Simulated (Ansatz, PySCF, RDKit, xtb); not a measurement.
**Which structure has the formula SiHTeClF?**

Given the formula SiHTeClF (odd number of electrons) and nothing else, which arrangement of the atoms is the most stable in the gas at 600 K, and what are its properties?

Plan: many cheap relaxations first (GFN2-xTB), then density-functional screening, relaxation at PBE0-D3(BJ)/def2-SVP, vibrations and a final energy. The numbers are computed, not measured.

7 further runs of the same task are left out: 3 that didn't finish, 4 set aside as unsound or not needed.

## (1) Possible bonding patterns

All bonding patterns within simple valence rules are listed by program: one Lewis structure each, at most two rings and one unusual centre or charged pair. O–O, O–halogen and N–halogen bonds and N–N–N chains are not drawn. That gives 10 candidates.

```
label            SMILES     spin
 c149    F[Si](Cl)[TeH]  doublet
 c196   F[Si@H](Cl)[Te]  doublet
 c313   F[Te](=[SiH])Cl  doublet
 c373      F[SiH][Te]Cl  doublet
 c489   F/[TeH]=[Si]\Cl  doublet
 c560   F/[Si]=[TeH]/Cl  doublet
 c590      F[Te][SiH]Cl  doublet
 c629   F/[TeH]=[Si]/Cl  doublet
 c788  F[Te@H](#[Si])Cl  doublet
 c791   F/[Si]=[TeH]\Cl  doublet
```

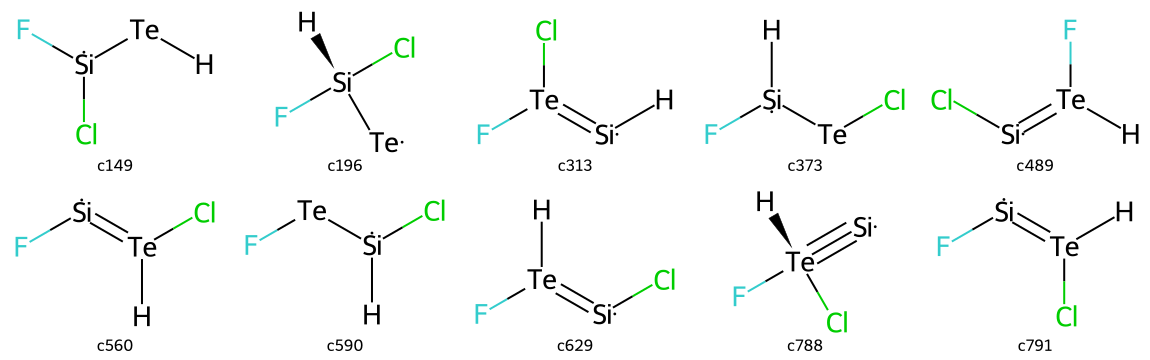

Structural formulas of the candidates.

Candidates are built by distance geometry, with a force field where one applies, in up to four conformers (letters a to d). 10 starts with atoms placed at random are added, to find patterns that the rules miss.

## (2) Cheap relaxation of all starts

All 31 starts are relaxed the same way. One of them, c313b (enumerated, embedded by distance geometry and UFF), in full:

Input file start.xyz:

```xyz
5
c313b
Cl    -2.516486     0.689541     0.088052
F     -2.869812     3.914772    -0.621863
Si    -0.385327     2.712998    -1.719206
Te    -1.220663     2.842707     0.414721
H      0.744094     1.705484    -1.889254
```

The run is started by

```bash
$ xtb start.xyz --gfn 2 --opt --uhf 1
```

What it wrote (excerpt; [...] marks lines left out):

```text
* xtb version 6.7.1
[...]
          :  # basis functions                  35          :
[...]
          :  # electrons                        25          :
[...]
          :  Hamiltonian                  GFN2-xTB          :
[...]
          :  net charge                          0          :
          :  unpaired electrons                  1          :
[...]
   *** convergence criteria satisfied after 24 iterations ***
[...]
   *** GEOMETRY OPTIMIZATION CONVERGED AFTER 21 ITERATIONS ***
[...]
   *** convergence criteria satisfied after 3 iterations ***
[...]
         ::                     SUMMARY                     ::
         :::::::::::::::::::::::::::::::::::::::::::::::::::::
         :: total energy             -14.616157859263 Eh    ::
         :: gradient norm              0.000435676092 Eh/a0 ::
         :: HOMO-LUMO gap              1.078736869784 eV    ::
         ::.................................................::
         :: SCC energy               -14.629454100307 Eh    ::
         :: -> isotropic ES            0.039872046822 Eh    ::
         :: -> anisotropic ES         -0.006961999476 Eh    ::
         :: -> anisotropic XC         -0.011742937728 Eh    ::
         :: -> dispersion             -0.004688139780 Eh    ::
         :: repulsion energy           0.013296241045 Eh    ::
         :: add. restraining           0.000000000000 Eh    ::
         :: total charge              -0.000000000000 e     ::
         :::::::::::::::::::::::::::::::::::::::::::::::::::::
[...]
        13        1.0000           -0.3255277              -8.8581 (HOMO)
        14                         -0.2858849              -7.7793 (LUMO)
[...]
     #   Z          covCN         q      C6AA      α(0)
     1  17          0.821    -0.168   104.335    15.626
     2   9          0.676    -0.357    13.011     4.258
     3  14          1.822     0.413   183.573    28.793
     4  52          2.414     0.178   407.500    37.309
     5   1          0.904    -0.066     4.503     3.320
[...]
     #   Z sym  total        # sym  WBO       # sym  WBO       # sym  WBO
 ---------------------------------------------------------------------------
     1  17      1.249 --     4      1.135
     2   9      1.048 --     4      0.927
     3  14      2.496 --     4      1.425     5      0.937
     4  52      3.536 --     3      1.425     1      1.135     2      0.927
     5   1      0.996 --     3      0.937
 ---------------------------------------------------------------------------
[...]
molecular dipole:
                 x           y           z       tot (Debye)
 q only:        1.832      -0.645      -0.981
   full:        1.810      -0.352       0.116       4.696
molecular quadrupole (traceless):
[...]
          | TOTAL ENERGY              -14.616157859263 Eh   |
          | GRADIENT NORM               0.000435676092 Eh/α |
          | HOMO-LUMO GAP               1.078736869784 eV   |
           -------------------------------------------------
[...]
```

Run time: 0.1 s. Hardware: 1 thread of Arm Neoverse V2, shared host.

## (3) What the search left

30 of the 31 relaxations converged; 17 ended on a minimum already found. 13 distinct structures remain:

```
label             start          SMILES after     spin  energy (kcal/mol)           note
c196a             drawn       F[Si@H](Cl)[Te]  doublet                0.0               
 c390            random        F[Si](Cl)[TeH]  doublet               13.5               
 c056  random and drawn        F[Si](Cl)[TeH]  doublet               13.8               
c373b             drawn          F[SiH][Te]Cl  doublet               19.0               
 c929            random          F[SiH][Te]Cl  doublet               22.0               
c788a             drawn          F[Si][TeH]Cl  doublet               30.8  bonds changed
 c832  random and drawn          F[Te][SiH]Cl  doublet               32.9               
 c702            random          F[Si][TeH]Cl  doublet               33.8               
c590a             drawn          F[Te][SiH]Cl  doublet               37.0               
c629a             drawn    [F][TeH][Si][Cl] ‡  doublet               40.4               
 c252            random  [F][Si][Te][H][Cl] ‡  doublet               51.8               
 c608            random          Cl.F[Si][Te]  doublet               52.3     fell apart
c313b             drawn  [F][Te]([SiH])[Cl] ‡  doublet               52.3
```

‡ marks the bonded skeleton alone, with all bonds drawn single: no Lewis structure was assigned that passes a check against the bond lengths.

GFN2-xTB has no spin polarisation, so it can't rank spin states and is rough for open shells.

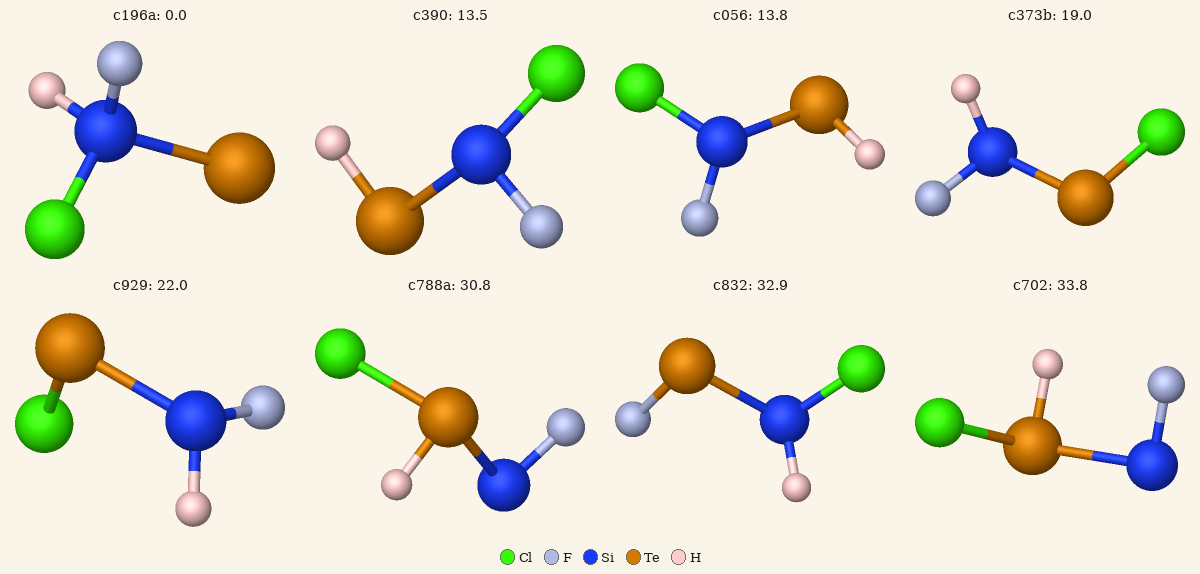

The 8 lowest minima that did not fall apart, with their GFN2-xTB energies in kcal/mol.

## (4) Single points on the low minima

A choice of the minima (the low ones first, few conformers of a pattern, up to a cap) and the lowest that fell apart get a single point at r2SCAN-D4/def2-SVP on the tight-binding geometry, and one at HF/STO-3G for comparison. The first, c196a:

Input file input.yaml:

```yaml
crystal:
  periodic: [false, false, false]
  atoms:
    - {symbol: Cl, position_ang: [-1.373216, 4.245762, -1.387181]}
    - {symbol: F, position_ang: [-1.065556, 2.456370, 0.874502]}
    - {symbol: Si, position_ang: [-1.015233, 2.383663, -0.734330]}
    - {symbol: Te, position_ang: [-2.747863, 0.830277, -1.552206]}
    - {symbol: H, position_ang: [0.358465, 2.003429, -0.979579]}
basis:
  gaussian: {orbitals: def2-SVP}
magnetization: {spin_polarized: true, initial_magnetization: 1}
hamiltonian: {xc: r2scan, dispersion: d4}
scf: {lower_state_search: off}
output: {orbitals: {seedname: orbitals}}
```

The run is started by

```bash
$ ansatz run input.yaml --threads 1 --pin off --max-ram 2610MiB --events-out events.jsonl --progress --plain --runs-dir runs
```

What it wrote (excerpt; [...] marks lines left out):

```text
Warning: RAYON_NUM_THREADS=1 ignored (pool sized by the plan → 1); use --threads N
Functional definition: r2SCAN
  name "r2SCAN"
[...]
917 factors; their error is unknown
[...]
mean field -30421.09803988 eV, -1117.9547328046 hartree, gradient 6.1e-6 eV, S^2 0.753657; 0 other end points of the search recorded, 0 dependent functions left out
reference -30421.09804841 eV, -1117.9547331180 hartree; 33, 32 occupied and 48, 49 virtual orbitals, 917 factors
Total energy: -30421.13351512 eV, -1117.9560364958 hartree
Checks for a lower state left out: stability, starts, cluster_reference, orbital_swaps, neighbouring_geometries, increment
```

Run time: 10 s. Hardware: 1 thread of Arm Neoverse V2, shared host.

Relative energies in kcal/mol, each column from its lowest structure that stays in one piece:

```
label           SMILES     spin  GFN2-xTB  HF/STO-3G  r2SCAN-D4/def2-SVP
c196a  F[Si@H](Cl)[Te]  doublet       0.0        0.0                 0.0
 c056   F[Si](Cl)[TeH]  doublet      13.8       22.6                16.5
 c390   F[Si](Cl)[TeH]  doublet      13.5       23.5                16.7
 c929     F[SiH][Te]Cl  doublet      22.0       45.5                46.9
c373b     F[SiH][Te]Cl  doublet      19.0       46.0                47.0
 c608     Cl.F[Si][Te]  doublet      52.3       73.8                47.9
```

## (5) Relaxing the best candidates

3 candidates are relaxed at PBE0-D3(BJ)/def2-SVP (chosen among the lowest in one piece). The first, c196a:

Changes to input.yaml since step 4:

```diff
@@ -9,6 +9,11 @@
 basis:
-  gaussian: {orbitals: def2-SVP}
-magnetization: {spin_polarized: true, initial_magnetization: 1}
-hamiltonian: {xc: r2scan, dispersion: d4}
-scf: {lower_state_search: off}
-output: {orbitals: {seedname: orbitals}}
+  gaussian:
+    orbitals: def2-SVP
+magnetization:
+  spin_polarized: true
+  initial_magnetization: 1
+hamiltonian:
+  xc: {name: PBE0}
+  dispersion: d3bj
+relax:
+  f_tol: 0.003
```

The run is started by

```bash
$ ansatz run input.yaml --threads 1 --pin off --max-ram 2610MiB --events-out events.jsonl --progress --plain --runs-dir runs
```

What it wrote (excerpt; [...] marks lines left out):

```text
Warning: RAYON_NUM_THREADS=1 ignored (pool sized by the plan → 1); use --threads N
[...]
Functional definition: PBE0
  name "PBE0"
[...]
911 factors; integrals over basis functions are off by at most 5.7e-4 eV
[...]
mean field -30411.10764807 eV, -1117.5875926773 hartree, gradient 6.2e-8 eV, S^2 0.752766; 2 other end points of the search recorded, 0 dependent functions left out
[...]
reference -30411.10766915 eV, -1117.5875934523 hartree; 33, 32 occupied and 48, 49 virtual orbitals, 911 factors
relax step   1: F+E_penalty+E_count = -30411.25047452 eV  Δ(F+E_penalty+E_count) = +0.000e0 eV  max|allowed force component| = 8.815e-1 eV/Å  Δτ_max = 0.0000 Å  (105 SCF iters, accepted)
[...]
relax step   5: F+E_penalty+E_count = -30411.32302546 eV  Δ(F+E_penalty+E_count) = -5.448e-4 eV  max|allowed force component| = 9.678e-3 eV/Å  Δτ_max = 0.0067 Å  (50 SCF iters, accepted)
[...]
relax step   6: F+E_penalty+E_count = -30411.32303190 eV  Δ(F+E_penalty+E_count) = -6.439e-6 eV  max|allowed force component| = 2.596e-3 eV/Å  Δτ_max = 0.0008 Å  (85 SCF iters, accepted)
911 factors; integrals over basis functions are off by at most 5.8e-4 eV
[...]
mean field -30411.18008048 eV, -1117.5902545196 hartree, gradient 5.3e-7 eV, S^2 0.752787; 3 other end points of the search recorded, 0 dependent functions left out
[...]
reference -30411.18010159 eV, -1117.5902552950 hartree; 33, 32 occupied and 48, 49 virtual orbitals, 911 factors
Total energy: -30411.32305300 eV, -1117.5955086627 hartree
Atom 0 at    -1.413237     4.239641    -1.431692 Å, force     0.000069    -0.002291     0.001272 eV/Å
Atom 1 at    -1.067515     2.463787     0.937522 Å, force    -0.000712     0.001431     0.001913 eV/Å
Atom 2 at    -1.004393     2.372078    -0.676339 Å, force     0.002596    -0.000173    -0.002251 eV/Å
Atom 3 at    -2.739073     0.867519    -1.584587 Å, force     0.000338     0.000582    -0.000392 eV/Å
Atom 4 at     0.380815     1.976476    -1.023699 Å, force    -0.002291     0.000451    -0.000542 eV/Å
Dipole moment:     0.061660    -0.213390    -0.190977 e Å
```

It took 87 s on 1 thread of Arm Neoverse V2, shared host.

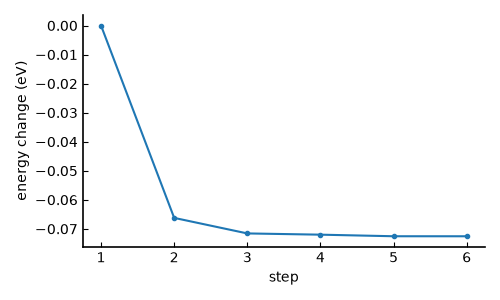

Energy along the run, all evaluated steps.

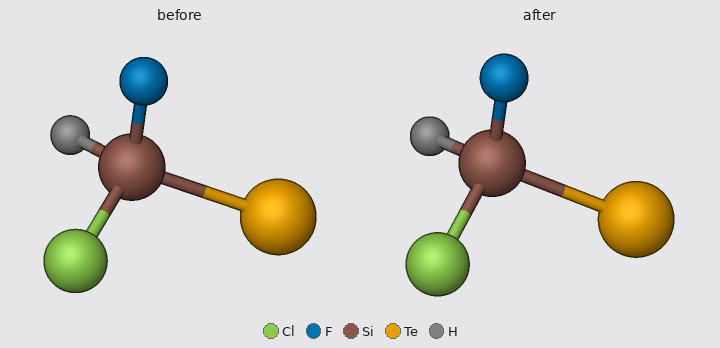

Before and after, at one scale.

After the run. Bond lengths: Cl1–Si3 2.056 Å, F2–Si3 1.618 Å, Si3–Te4 2.469 Å, Si3–H5 1.482 Å. Angles: Cl1–Si3–F2 107.9°, Cl1–Si3–Te4 106.2°, F2–Si3–Te4 112.0°, Cl1–Si3–H5 110.0°, F2–Si3–H5 106.6°, Te4–Si3–H5 114.1°.

## (6) Ranking at PBE0-D3(BJ)/def2-SVP

```
label     spin  r2SCAN-D4/def2-SVP (kcal/mol)  PBE0-D3(BJ)/def2-SVP, relaxed (kcal/mol)     time
c196a  doublet                            0.0                                       0.0     87 s
 c056  doublet                           16.5                                      17.4     86 s
 c390  doublet                           16.7                                      17.6  1.8 min
```

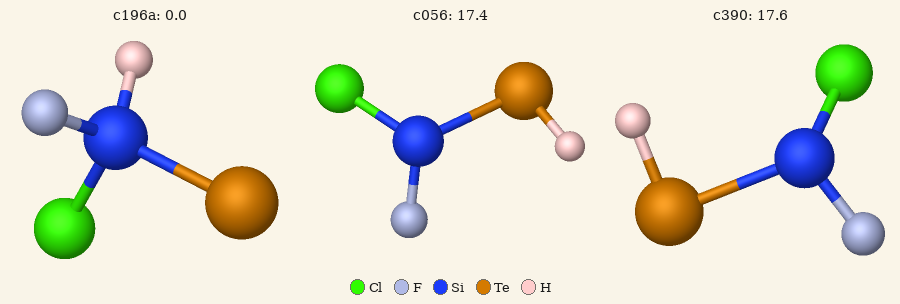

The relaxed structures, with energies at PBE0-D3(BJ)/def2-SVP in kcal/mol.

## (7) Harmonic analysis of the finalists

The lowest few in one piece go on as finalists. Harmonic vibrations at PBE0-D3(BJ)/def2-SVP test each finalist and give the zero-point energy and the thermal terms. The first, c196a:

Input file input.yaml:

```yaml
crystal:
  periodic: [false, false, false]
  atoms:
    - {symbol: Cl, position_ang: [-1.413237, 4.239641, -1.431692]}
    - {symbol: F, position_ang: [-1.067515, 2.463787, 0.937522]}
    - {symbol: Si, position_ang: [-1.004393, 2.372078, -0.676339]}
    - {symbol: Te, position_ang: [-2.739073, 0.867519, -1.584587]}
    - {symbol: H, position_ang: [0.380815, 1.976476, -1.023699]}
basis:
  gaussian:
    orbitals: def2-SVP
magnetization:
  spin_polarized: true
  initial_magnetization: 1
hamiltonian:
  xc: {name: PBE0}
  dispersion: d3bj
scf:
  lower_state_search: off
phonons: {}
```

The run is started by

```bash
$ ansatz run input.yaml --threads 1 --pin off --max-ram 2610MiB --events-out events.jsonl --progress --plain --runs-dir runs
```

What it wrote (excerpt; [...] marks lines left out):

```text
Warning: RAYON_NUM_THREADS=1 ignored (pool sized by the plan → 1); use --threads N
[... 2 set-up lines as earlier in the session ...]
[...]
912 factors; integrals over basis functions are off by at most 4.4e-4 eV
[...]
mean field -30411.18008206 eV, -1117.5902545775 hartree, gradient 3.3e-6 eV, S^2 0.752787; 0 other end points of the search recorded, 0 dependent functions left out
[...]
reference -30411.18010319 eV, -1117.5902553541 hartree; 33, 32 occupied and 48, 49 virtual orbitals, 912 factors
[...]
912 factors; integrals over basis functions are off by at most 4.4e-4 eV
[...]
mean field -30411.18008261 eV, -1117.5902545978 hartree, gradient 2.9e-6 eV, S^2 0.752787; 0 other end points of the search recorded, 0 dependent functions left out
[...]
reference -30411.18010374 eV, -1117.5902553743 hartree; 33, 32 occupied and 48, 49 virtual orbitals, 912 factors
[...]
reference -30411.18009169 eV, -1117.5902549315 hartree; 33, 32 occupied and 48, 49 virtual orbitals, 912 factors
Total energy: -30411.32305460 eV, -1117.5955087215 hartree
Atom 0 at    -1.413237     4.239641    -1.431692 Å, force     0.000076    -0.002267     0.001231 eV/Å
Atom 1 at    -1.067515     2.463787     0.937522 Å, force    -0.000715     0.001370     0.001898 eV/Å
Atom 2 at    -1.004393     2.372078    -0.676339 Å, force     0.002561    -0.000131    -0.002218 eV/Å
Atom 3 at    -2.739073     0.867519    -1.584587 Å, force     0.000350     0.000582    -0.000367 eV/Å
Atom 4 at     0.380815     1.976476    -1.023699 Å, force    -0.002271     0.000446    -0.000544 eV/Å
Dipole moment:     0.061661    -0.213391    -0.190977 e Å
Vibrations: 102.33 171.01 255.11 359.38 561.85 732.51 823.75 913.31 2289.76 cm⁻¹, zero-point energy 0.384910 eV
Checks for a lower state left out: stability, starts, cluster_reference, orbital_swaps, neighbouring_geometries, increment
```

It took 2.1 min on 1 thread of Arm Neoverse V2, shared host.

## (8) Thermal terms of the finalists

At 600 K and 1 atm, ideal gas, rigid rotor and harmonic oscillator:

```
label           SMILES     spin  point group  lowest mode (cm⁻¹)  zero-point (kcal/mol)  G − E (kcal/mol)
c196a  F[Si@H](Cl)[Te]  doublet           C1                 102                    8.9             -39.4
 c056   F[Si](Cl)[TeH]  doublet           C1                  99                    7.4             -42.4
 c390   F[Si](Cl)[TeH]  doublet           C1                  97                    7.4             -42.5
```

Chiral structures get −RT ln 2 for their mirror image.

## (9) Energies at the top level

Single points at CCSD(T)/def2-SVP + MP2/def2-TZVPP - MP2/def2-SVP on the refined geometries decide the order.

c196a, CCSD(T)/def2-SVP:

Changes to input.yaml since step 7:

```diff
@@ -9,12 +9,5 @@
 basis:
-  gaussian:
-    orbitals: def2-SVP
-magnetization:
-  spin_polarized: true
-  initial_magnetization: 1
-hamiltonian:
-  xc: {name: PBE0}
-  dispersion: d3bj
-scf:
-  lower_state_search: off
-phonons: {}
+  gaussian: {orbitals: def2-SVP}
+magnetization: {spin_polarized: true, initial_magnetization: 1}
+correlation: {method: ccsd_t, frozen_orbitals: {Cl: 5, F: 1, H: 0, Te: 4, Si: 5}}
+scf: {omitted_lower_state_checks: [cluster_reference]}
```

The run is started by

```bash
$ ansatz run input.yaml --threads 1 --pin off --max-ram 2610MiB --events-out events.jsonl --progress --plain --runs-dir runs
```

What it wrote (excerpt; [...] marks lines left out):

```text
Warning: RAYON_NUM_THREADS=1 ignored (pool sized by the plan → 1); use --threads N
Functional definition: HF
  name "HF"
[...]
836 factors; integrals over basis functions are off by at most 1.1e-3 eV
[...]
mean field -30347.73547211 eV, -1115.2587081660 hartree, gradient 2.5e-6 eV, S^2 0.758463; 4 other end points of the search recorded, 0 dependent functions left out
15 core orbitals not correlated: weight in the atoms' cores, before any rotation towards them, 1.000 or more for the frozen orbitals, at most 0.000 for the correlated occupied ones
reference -30347.73547211 eV, -1115.2587081660 hartree; 18, 17 occupied and 48, 49 virtual orbitals, 836 factors
second order -13.67283117 eV of doubles, -0.00000000 eV of singles
cycle   1  -14.18326015 eV  change   -5.1e-1 eV  update   8.8e-2
[...]
cycle  11  -14.57239153 eV  change   -4.0e-6 eV  update   3.5e-5
perturbative correction -0.31069455 eV, -0.0114178141 hartree
Total energy: -30362.61855819 eV, -1115.8056514913 hartree
Checks for a lower state left out: cluster_reference
```

Wall time 33 s (1 thread of Arm Neoverse V2, shared host).

## (10) c196a at MP2/def2-TZVPP

Changes to input.yaml since step 9:

```diff
@@ -9,5 +9,9 @@
 basis:
-  gaussian: {orbitals: def2-SVP}
-magnetization: {spin_polarized: true, initial_magnetization: 1}
-correlation: {method: ccsd_t, frozen_orbitals: {Cl: 5, F: 1, H: 0, Te: 4, Si: 5}}
-scf: {omitted_lower_state_checks: [cluster_reference]}
+  gaussian:
+    orbitals: def2-TZVPP
+magnetization:
+  spin_polarized: true
+  initial_magnetization: 1
+correlation:
+  method: mp2
+  frozen_orbitals: {Cl: 5, F: 1, H: 0, Te: 4, Si: 5}
```

The run is started by

```bash
$ ansatz run input.yaml --threads 1 --pin off --max-ram 2610MiB --events-out events.jsonl --progress --plain --runs-dir runs
```

What it wrote (excerpt; [...] marks lines left out):

```text
Warning: RAYON_NUM_THREADS=1 ignored (pool sized by the plan → 1); use --threads N
[... 2 set-up lines as earlier in the session ...]
[...]
1259 factors; integrals over basis functions are off by at most 9.4e-4 eV
[...]
mean field -30358.88446709 eV, -1115.6684261744 hartree, gradient 1.6e-7 eV, S^2 0.761699; 4 other end points of the search recorded, 0 dependent functions left out
15 core orbitals not correlated: weight in the atoms' cores, before any rotation towards them, 1.000 or more for the frozen orbitals, at most 0.000 for the correlated occupied ones
reference -30358.88446709 eV, -1115.6684261744 hartree; 18, 17 occupied and 146, 147 virtual orbitals, 1259 factors
second order -26.84268510 eV of doubles, -0.00000000 eV of singles
Total energy: -30385.72715218 eV, -1116.6548766571 hartree
```

It took 42 s on 1 thread of Arm Neoverse V2, shared host.

## (11) c056 at CCSD(T)/def2-SVP

Input file input.yaml:

```yaml
crystal:
  periodic: [false, false, false]
  atoms:
    - {symbol: Cl, position_ang: [1.146707, 1.502874, 0.902373]}
    - {symbol: F, position_ang: [1.425797, -0.349085, -1.416201]}
    - {symbol: Si, position_ang: [0.249929, 0.211235, -0.443674]}
    - {symbol: Te, position_ang: [-0.772751, -1.616703, 0.940902]}
    - {symbol: H, position_ang: [-1.277670, -2.387261, -0.447020]}
basis:
  gaussian: {orbitals: def2-SVP}
magnetization: {spin_polarized: true, initial_magnetization: 1}
correlation: {method: ccsd_t, frozen_orbitals: {Cl: 5, F: 1, H: 0, Te: 4, Si: 5}}
scf: {omitted_lower_state_checks: [cluster_reference]}
```

The run is started by

```bash
$ ansatz run input.yaml --threads 1 --pin off --max-ram 2610MiB --events-out events.jsonl --progress --plain --runs-dir runs
```

What it wrote (excerpt; [...] marks lines left out):

```text
Warning: RAYON_NUM_THREADS=1 ignored (pool sized by the plan → 1); use --threads N
[... 2 set-up lines as earlier in the session ...]
[...]
836 factors; integrals over basis functions are off by at most 7.3e-4 eV
[...]
mean field -30346.54982621 eV, -1115.2151364828 hartree, gradient 1.3e-6 eV, S^2 0.766919; 0 other end points of the search recorded, 0 dependent functions left out
15 core orbitals not correlated: weight in the atoms' cores, before any rotation towards them, 1.000 or more for the frozen orbitals, at most 0.000 for the correlated occupied ones
reference -30346.54982621 eV, -1115.2151364828 hartree; 18, 17 occupied and 48, 49 virtual orbitals, 836 factors
second order -13.88229773 eV of doubles, -0.00000000 eV of singles
cycle   1  -14.33601344 eV  change   -4.5e-1 eV  update   9.6e-2
[...]
cycle  12  -14.76832499 eV  change   -1.2e-5 eV  update   2.7e-5
perturbative correction -0.35118917 eV, -0.0129059639 hartree
Total energy: -30361.66934036 eV, -1115.7707683797 hartree
Checks for a lower state left out: cluster_reference
```

It took 29 s on 1 thread of Arm Neoverse V2, shared host.

(Part 1 of 2 ends here.)
